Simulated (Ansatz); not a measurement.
Relaxed LiNbO$_{3}$ (space group R-3c):

```
LiNbO3
1.0
    2.56213     1.47925     4.51823
   -2.56213     1.47925     4.51823
    0.00000    -2.95850     4.51823
Li Nb O
2 2 6
Cartesian
  0.00000   0.00000  10.16602
  0.00000   0.00000   3.38867
  0.00000   0.00000   0.00000
  0.00000   0.00000   6.77735
 -0.63853   1.47925   7.90691
  0.63853  -1.47925   5.64779
 -0.96180  -1.29261   7.90691
  0.96180   1.29261   5.64779
  1.60033  -0.18664   7.90691
 -1.60033   0.18664   5.64779
```

A phonon eigenvector at Γ is frozen into this cell: atom i moves by Q times the vector below, so Q is the largest atomic displacement, in Å. The cell is held.

```
atom       x       y       z
----  ------  ------  ------
Li1    0.000   0.000   1.000
Li2    0.000   0.000   1.000
Nb3    0.000   0.000  -0.204
Nb4    0.000   0.000  -0.204
O5     0.000   0.019   0.251
O6     0.000   0.019   0.251
O7    -0.017  -0.010   0.251
O8    -0.017  -0.010   0.251
O9     0.017  -0.010   0.251
O10    0.017  -0.010   0.251
```

Computed with LDA (plane waves to 420 eV, PAW, scalar-relativistic; Ansatz, a program for electronic structure). k mesh 8×8×8 (Γ-centred), Fermi-Dirac smearing 0.05 eV. E stands for the smeared free energy. Compression counts positive. LiNbO3 is run without spin polarisation. LiNbO3 was relaxed with its symmetry unable to fall. This is one of several known forms of LiNbO3; the measured ambient cells at hand have space group No. 161. ΔE is measured from the undisplaced structure.

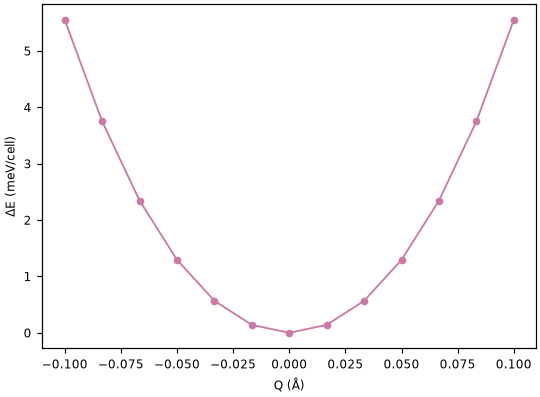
*ΔE (meV/cell) against Q (Å); markers are the computed points, lines only join them.*

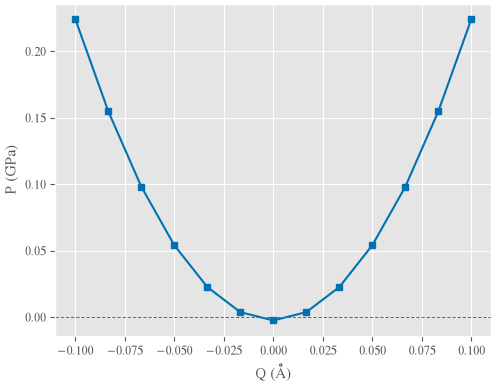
*P (GPa) against Q (Å); computed points joined by lines.*

The energy at Q = 0.100 Å is 5.5 meV/cell. Harmonic wavenumber from the curvature (finite differences): 100 cm⁻¹. Wavenumber by perturbation theory (DFPT, on another k mesh): 99 cm⁻¹. Space group of the distorted cell: R3c (No. 161), lowered from R-3c. Shape of the curve: a single well with its minimum at or next to zero displacement.

E″ = 1.01 eV/Å², M = Σ mᵢ|uᵢ|² = 27.7 u, ν̃ = 521.5·√(|E″|/M).

(For displaced atoms, the force is minus the slope of the energy, and its curvature is a force constant, which sets phonon frequencies.)
